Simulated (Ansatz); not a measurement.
# Lattice dynamics of Cu2IF (built on the sites of a database entry of CuI), part 2 of 2

Task: relax Cu2IF (built on the sites of a database entry of CuI), then find its harmonic phonons.

Ansatz 0.2.0; DFT PBEsol, scalar-relativistic, plane waves, PAW.

So far. Step 4 (Relaxing to small forces for the phonons): The largest force component left is 0.28 meV/Å and the pressure is 0.000 GPa, within the tolerances set. The cell now holds 18.05 Å³/atom. The relaxed cell has a, b, c = 4.267, 5.157, 6.564 Å (conventional setting).

The structure was built from a prototype and need not be the compound's stable phase.

### 5. Linear response at the zone centre

The zone centre is the only wavevector solved here; it holds the modes that light can see, as far as symmetry allows. The response to a homogeneous field gives the Born charges and the dielectric tensor.

Contents of input.yaml:

```yaml
crystal:
  lattice:
    - [2.5783098315, -3.2819250797, 0.0]
    - [2.5783098315, 3.2819250797, 0.0]
    - [0.0, 0.0, 4.2670390829]
  atoms:
    - { symbol: Cu, position: [0.3804198733, 0.6195801267, 0.75] }
    - { symbol: Cu, position: [0.5697015661, 0.4302984339, 0.25] }
    - { symbol: I, position: [0.7843298034, 0.2156701966, 0.75] }
    - { symbol: F, position: [0.2655487573, 0.7344512427, 0.25] }
kpoints:
  mp_grid: { grid: [8, 8, 8] }
hamiltonian:
  xc: pbesol
scf:
  occupations: { method: fixed }
output:
  eigenvalues: true
phonons:
  method: dfpt
  dielectric: true
  rigid_motions: translations
```

Started as:

```
$ ansatz run input.yaml --threads 8 --pin off --max-ram 14336MiB --backend cpu --events-out ev --progress --plain --runs-dir out
```

Numbers of over 12 decimals in the logs are rounded to 6 here.

The program printed:

```text
[...]
Crystal: 4 atoms, lattice volume = 72.214 Å³
Basis set: ecut = 420 eV, 1377 PW (Γ), exchange–correlation on 60×60×60 points (8 copies of the dense FFT grid, shifted against one another)
Bands: 38, of which v1, the nominal top of the filled ones, is band 31 counted from 1 (30 counted from 0)
Symmetry: 4 space group operations
k-points: 260 of 512 (irreducible under 1 space group operation, time reversal used)
[...]
SCF iter   1: F=—  HF=-21409.165578 eV  |F-HF|=—  |Δ(HF+E_count)|=         —  Δρ=1.47e-2  dr2=9.33e-2  ethr=1.77e-3  ⟨swp⟩=5.0  Hψ=34896  notcnv=0  defer=1289
[...]
SCF iter  14: F=-21409.141916 eV  HF=-21409.141916 eV  |F-HF|=1.09e-11  |Δ(HF+E_count)|=  4.00e-11  Δρ=1.58e-7  dr2=1.22e-11  ethr=1.00e-12  ⟨swp⟩=13.8  Hψ=64186  notcnv=0
SCF 1 converged in 14 iterations: F = -21409.141916 eV  dr2 = 1.22e-11
[...]
NSCF: frozen V_eff on 2 k-points
DFPT response loops at Γ: preconditioner auto → Resta (q_TF=auto, 2.660 Å⁻¹)  ε∞=10.8 (no band partly filled); β = 1.00, the filter's whole step (`scf.mixing.beta` (0.50) is not read by the response loops at its default; to damp them type it under 1.00, their step now; it binds the ground state too); Broyden in place of MSR1
── the response to a field inside a basis, on 10×10×10 k-points: an SCF that follows is theirs, and a resumed run solves both again ──
Bands: 32, of which v1, the nominal top of the filled ones, is band 31 counted from 1 (30 counted from 0)
k-points: 150 of 1000 (time reversal used)
[...]
Eigensolver: Dense (150 Hₖ)
SCF iter   1: F=—  HF=-21409.130576 eV  |F-HF|=—  |Δ(HF+E_count)|=         —  Δρ=3.60e-4  dr2=2.09e-5  ethr=1.00e-1
[...]
SCF iter   7: F=-21409.130576 eV  HF=-21409.130576 eV  |F-HF|=1.04e-8  |Δ(HF+E_count)|=   6.54e-8  Δρ=6.43e-6  dr2=1.88e-8  ethr=1.38e-10
SCF 1 converged in 7 iterations: F = -21409.130576 eV  dr2 = 1.88e-8
[...]
WARN: field response: ε∞ stands inside a basis, on 10×10×10 points; the force constants stand on the 8×8×8 k-mesh, whose period is 12.57 times the interband length at k = (0.0000, 0.0000, 0.0000), direct gap 0.731 eV, under 14: take them and everything formed from them as unconverged, and compare with a denser kpoints.mp_grid
SCF converged after 14 iterations
Free energy (F): -21409.141916 eV
[...]
Internal energy: -21409.141916 eV  (E = F + TS)
E sigma→0 (E₀):  -21409.141916 eV
Fermi energy:    9.558664 eV
[...]
--- Band table (eV; the first three rows and the last of 260) ---
  k-point 0: bands = [... 27 lower, 8.2034, 8.6380, 8.9841, 9.3434, 10.0749, 12.1705, 13.0061, 16.0713, ... 3 higher]
  k-point 1: bands = [... 27 lower, 8.2157, 8.6120, 8.8038, 9.2899, 10.3485, 12.7193, 13.1492, 16.1794, ... 3 higher]
  k-point 2: bands = [... 27 lower, 8.2700, 8.5427, 8.5770, 9.1469, 10.9488, 13.5720, 13.8845, 16.0779, ... 3 higher]
  k-point 259: bands = [... 27 lower, 8.2081, 8.4595, 8.4965, 8.5960, 12.1482, 12.2030, 14.4329, 17.1697, ... 3 higher]
--- Phonons (Γ-DFPT): 12 representative perturbations + reference, on 260 of 512 k-points (Σ response iterations 45) ---
  k mesh reduced under 1 symmetry operation, with k and −k counted as one. Each operation leaves every solved perturbation unchanged. A smaller set is not considered because the run solves the response to a homogeneous field
  ASR residual: 9.310e-5 → 0.000e0 eV/Å²; symmetrization residual: 7.782e-6 eV/Å²
  ASR residual per site (eV/Å²): 9.31e-5 3.64e-5 3.76e-5 4.00e-5
  Γ frequencies (cm⁻¹): 0.00 0.00 0.00 31.08 34.49 86.96 116.55 118.99 133.14 152.42 208.69 306.10
  ε∞ (high-frequency dielectric tensor):
        7.003789     0.000000    -0.000000
        0.000000     6.692107     0.000000
       -0.000000     0.000000     6.811387
  ε⁰ (static dielectric tensor: ions relaxed, cell fixed):
       25.388156    -0.000000     0.000000
       -0.000000     8.485690    -0.000000
        0.000000    -0.000000   151.694993
  ε⁰ − ε∞ (ionic part):
       18.384367    -0.000000     0.000000
       -0.000000     1.793583    -0.000000
        0.000000    -0.000000   144.883605
  softest optical mode at Γ: 31.08 cm⁻¹; the repairs (sum rule, projections) moved no ω² at Γ by more than (1.38 cm⁻¹)²
  Born effective charges Z* (e; rows j = field, columns β = displacement):
    site 0:
         1.32202   -0.00000   -0.00000
        -0.00000    1.03381    0.00000
        -0.00000    0.00000    1.48835
    site 1:
         0.57641    0.00000   -0.00000
         0.00000    1.15429    0.00000
        -0.00000    0.00000    0.83749
    site 2:
        -0.59577   -0.00000    0.00000
        -0.00000   -0.80145   -0.00000
         0.00000   -0.00000   -0.43572
    site 3:
        -1.30266    0.00000    0.00000
         0.00000   -1.38665    0.00000
         0.00000    0.00000   -1.89011
  Z* charge neutrality: 1.796e-3 e pre-enforcement
  solved inside a basis spanned on kpoints, on 10×10×10 k-points, its susceptibility summed on 12×12×12: ε∞ is read to err by 2.9e-2, Z* by 2.2e-2 e (field_mesh: kpoints solves on kpoints); Z* is corrected for what the basis lacks
  optical modes at Γ without the LO–TO term, one row a degenerate level:
      ω (cm⁻¹)  modes    IR ((D/Å)²/amu)
         31.08      1             4.7146
         34.49      1             0.3565
         86.96      1             2.4011
        116.55      1             0.1539
        118.99      1             0.2863
        133.14      1             0.1770
        152.42      1             0.1227
        208.69      1             0.5632
        306.10      1             2.8603
  optical modes at Γ + LO–TO along q̂ = [1.0000, 0.0000, 0.0000]:
      ω (cm⁻¹)  modes    IR ((D/Å)²/amu)
         31.08      1             4.7146
         41.64      1             0.0441
        116.55      1             0.1539
        118.99      1             0.2863
        132.93      1             1.9536
        133.14      1             0.1770
        157.24      1             0.8826
        208.69      1             0.5632
        306.10      1             2.8603
  optical modes at Γ + LO–TO along q̂ = [0.0000, 1.0000, 0.0000]:
      ω (cm⁻¹)  modes    IR ((D/Å)²/amu)
         31.08      1             4.7146
[...]
152.42      1             0.1227
        208.69      1             0.5632
        326.51      1             2.9834
  optical modes at Γ + LO–TO along q̂ = [0.0000, 0.0000, 1.0000]:
      ω (cm⁻¹)  modes    IR ((D/Å)²/amu)
         34.49      1             0.3565
         86.96      1             2.4011
        112.25      1             0.2735
        118.99      1             0.2863
        133.14      1             0.1770
        145.02      1             3.4103
        152.42      1             0.1227
        219.14      1             1.7479
        306.10      1             2.8603
```

The job ended after 3.4 min (8 threads of Arm Neoverse V2, shared host; peak memory 3.1 GiB; 25 min of CPU time).

In the SCF lines HF is the Harris–Foulkes energy and dr2 the Hartree energy of the density residual, in eV; the loop may stop once dr2 is under the threshold and the program's other checks hold. Hψ counts applications of the Hamiltonian.

This step gave:

* sum-rule residual before enforcement: 9.31e-5 eV/Å²
* miss of the charge sum rule: 0.001796 e
* estimated error of the dielectric tensor: 0.02915
* estimated error of the Born charges: 0.02175 e
* point group: mm2
* highest optical mode at the zone centre (no LO-TO term): 306.1 cm⁻¹
* lowest optical zone-centre mode: 31.08 cm⁻¹
* mean high-frequency dielectric constant: 6.836
* largest Born charge (third of the trace): -1.526 e
* mean static dielectric constant: 61.86
* top of the zone-centre spectrum with the field: 326.5 cm⁻¹

Without the LO-TO term. Patterns of degenerate modes are one choice out of their space. The modes at Γ (shares of kinetic energy by element, %):

```tsv
mode	frequency (cm⁻¹)	symmetry	Cu %	I %	F %
1	0.0	acoustic	47	46	7
2	0.0	acoustic	47	46	7
3	0.0	acoustic	47	46	7
4	31.1	B1	36	9	55
5	34.5	B2	80	13	7
6	87.0	B2	50	3	47
7	116.5	B1	43	33	24
8	119.0	A1	93	3	3
9	133.1	A1	43	50	7
10	152.4	B2	23	37	39
11	208.7	B1	75	11	14
12	306.1	A1	17	0	83
```

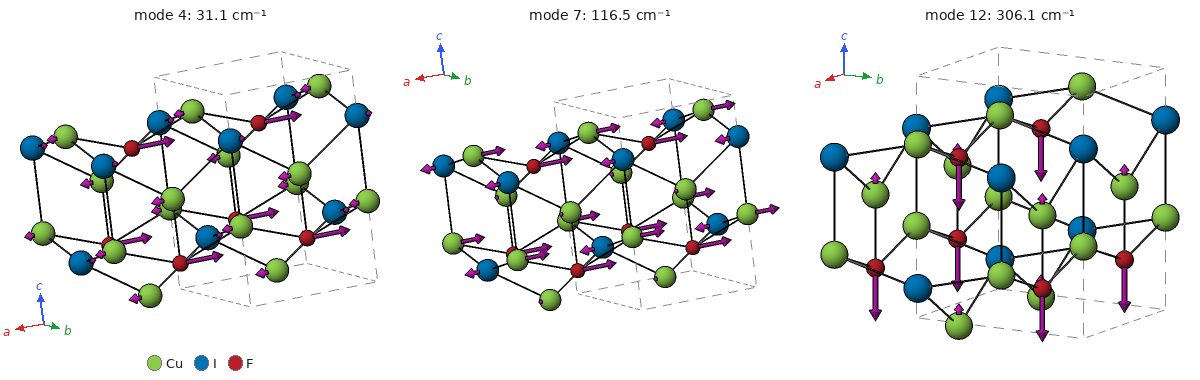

Displacement patterns of modes 4, 7 and 12 at Γ; arrows are exaggerated. 2×1×1 conventional cells are drawn. Some periodic images of atoms are drawn too.

Optical modes at the zone centre, without and with the macroscopic field of the longitudinal modes; each column is sorted by frequency, so a row need not hold one and the same mode. Modes with and without the field, by row:

```tsv
rank among optical modes	no field (cm⁻¹)	q along (1, 0, 0) (cm⁻¹)	q along (0, 1, 0) (cm⁻¹)	q along (0, 0, 1) (cm⁻¹)
1	31.1	31.1	31.1	34.5
2	34.5	41.6	34.5	87
3	87	116.5	87	112.2
4	116.5	119	116.5	119
5	119	132.9	122.6	133.1
6	133.1	133.1	136.4	145
7	152.4	157.2	152.4	152.4
8	208.7	208.7	208.7	219.1
9	306.1	306.1	326.5	306.1
```

Born charge (rows field, columns displacement) (e), principal values of the symmetric part by kind of site:

```tsv
atom	atoms with these values	low	middle	high	mean
Cu1	1	1.03	1.32	1.49	1.28
Cu2	1	0.58	0.84	1.15	0.86
I3	1	-0.80	-0.60	-0.44	-0.61
F4	1	-1.89	-1.39	-1.30	-1.53
```

In full for Cu2:

```
0.58 0.00 0.00
0.00 1.15 0.00
0.00 0.00 0.84
```

High-frequency dielectric tensor:

```
7.00 0.00 0.00
0.00 6.69 0.00
0.00 0.00 6.81
```

Static dielectric tensor (ions relaxed, fixed cell):

```
 25.4   0.0   0.0
  0.0   8.5   0.0
  0.0   0.0 151.7
```

Transverse modes. Lines of the infrared spectrum (strongest = 100):

```tsv
position (cm⁻¹)	label	relative intensity
31	B1	100
34	B2	7.6
87	B2	51
116	B1	3.3
119	A1	6.1
133	A1	3.8
152	B2	2.6
209	B1	12
306	A1	61
```

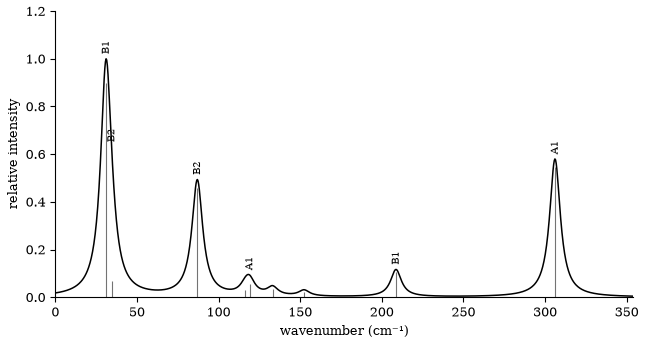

The infrared spectrum, broadened with Lorentzians of width 8 cm⁻¹; bars mark the lines.

Before it was imposed, the acoustic sum rule was missed by 9.3e-5 eV/Å² and the charge sum rule by 0.0018 e. Small misses are needed for a sound result but don't prove that mesh and cutoff are converged. The lowest optical mode is real, 31.1 cm⁻¹.

The log warns of the k mesh: “the force constants stand on the 8×8×8 k-mesh, whose period is 12.57 times the interband length at k = (0.0000, 0.0000, 0.0000), direct gap 0.731 eV, under 14: take them and everything formed from them as unconverged”.

### 6. Isotope substitution

An isotope changes the mass and not the force constants, so no new electronic calculation is needed; the shifts show which modes move this element.

The same force constants with the mass of Cu changed from 63.546 to 64.928 u (phonopy, no LO-TO term). Both lists are sorted by frequency; levels can cross, so a row need not hold one and the same mode. Modes under 3 cm⁻¹ are left out. Isotope shifts, by row:

```tsv
q	rank	natural mass (cm⁻¹)	changed mass (cm⁻¹)
0 0 0	4	31.08	30.96
0 0 0	5	34.49	34.2
0 0 0	6	86.96	86.49
0 0 0	7	116.5	116
0 0 0	8	119	117.8
0 0 0	9	133.1	132.5
0 0 0	10	152.4	152
0 0 0	11	208.7	207
0 0 0	12	306.1	305.5
```

A mode of this element alone would shift by -1.07 %. The highest zone-centre frequency without the field goes from 306.1 to 305.5 cm⁻¹ (-0.2 %). The product of the frequency ratios over all optical modes at Γ is 0.952; the product rule, (m/m′)^(3k/2) (M′/M)^(3/2) with k = 2 such atoms and M the mass of the cell, gives 0.952.

### 7. What came out

```
space group after relaxation (within 0.01 Å)            : Amm2
volume per atom                                         : 18.1 Å³
gap on the k-mesh                                       : 0.516 eV
highest optical mode at the zone centre (no LO-TO term) : 306 cm⁻¹
top of the zone-centre spectrum with the field          : 327 cm⁻¹
lowest optical zone-centre mode                         : 31.1 cm⁻¹
mean high-frequency dielectric constant                 : 6.84
mean static dielectric constant                         : 61.9
largest Born charge (third of the trace)                : -1.53 e
imaginary modes at Γ (the only wavevector solved)       : none
```

In words: The structure is stable against zone-centre distortions, since no mode there is imaginary; other wavevectors were not solved, so zone-boundary instabilities are untested. Without the field, the optical modes at Γ span 31 to 306 cm⁻¹. No dispersion was computed. The highest mode in this list at Γ, 306.1 cm⁻¹, is mostly motion of F (83 % of the kinetic energy). With the macroscopic field of the longitudinal modes the top of the zone-centre spectrum lies at 327 cm⁻¹, against 306 cm⁻¹ without it. Lattice motion raises the mean dielectric constant from 6.836 to 61.86. The strongest infrared line is at 31 cm⁻¹. With the field response the log warns that the k mesh is coarse for the force constants too, so the frequencies may not be converged. Spin-orbit coupling is left out, which can matter for the heavy elements here. The starting cell was built on a prototype and not taken from a measurement, so the phase need not exist. These are harmonic frequencies at zero temperature: anharmonic shifts, linewidths and thermal expansion are left out.

[Logs are printed without paths, hosts, clocks, repeated set-up lines and the standing remarks that a program may print on its own settings, such as how far it seeks lower states.]

[Hosts, paths, dates, database ids (printed as entryN), source tags and the programs' standing remarks are cut or masked in the printed files.]
